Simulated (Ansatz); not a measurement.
Effect of Se → O on MgSe

Start from MgSe in the rock salt structure (space group Fm-3m, No. 225; a = 5.450 Å).

Modification: O takes the place of Se on all its sites, then cell and atoms are relaxed.

Computed with PBEsol, PAW, 420 eV (Ansatz, an electronic-structure program; scalar-relativistic without spin-orbit coupling). Settings: 13×13×13 k-points, 0.05 eV Fermi–Dirac smearing, for the changed cell.

The volume per atom shrinks by 10.877 Å³ to 9.36 Å³ and the density falls by 0.66 g/cm³, from 4.24 g/cm³ to 3.58 g/cm³. The space group is still Fm-3m (No. 225) and the shortest interatomic distance decreases by 61.8 pm, from 272.5 pm to 210.7 pm. The band gap goes up by 2.84 eV, from 1.78 eV to 4.62 eV and the gap character changes from indirect, Γ → X to direct at Γ. The width of the top valence band drops by 0.78 eV to 1.79 eV and the electron mass goes from 0.49 mₑ along k, 0.23 mₑ across (at X) to 0.34 mₑ (at Γ). The hole mass (degenerate bands, along [100]) changes from 0.16, 0.77, 0.77 mₑ (at Γ) to 0.38, 2.1, 2.1 mₑ (at Γ).

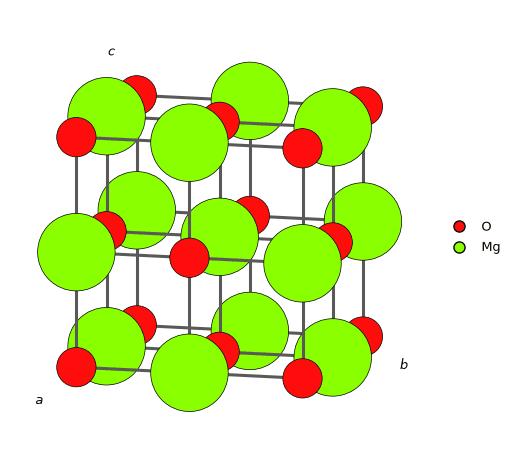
Figure. The relaxed conventional cell after the change

Cost of the whole job for the changed cell (relaxation, final SCF and bands): about 13 core-seconds (a rough figure).

Masses are band curvatures over ±0.01 Å⁻¹ around the edge. Along k means along the line from Γ to the band edge. No phonon test of stability was made.
